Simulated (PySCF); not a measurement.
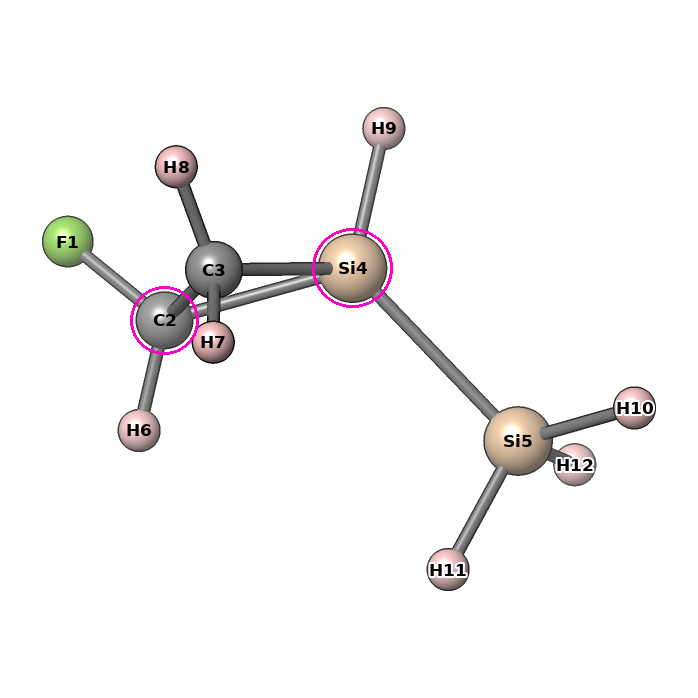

Atoms fade into the background with distance from the viewer. Circles mark the stereogenic atoms. The computed structure is the end point of a PBE0-D3(BJ)/def2-SVP optimisation. No frequency run is at hand to confirm it as a minimum.

Give the R/S and E/Z labels.

Answer. C2: S (priorities Si4 > F1 > C3 > H6); Si4: R (priorities Si5 > C2 > C3 > H9).

Write the isomeric SMILES.

Answer. F[C@@H]1C[Si@H]1[SiH3]
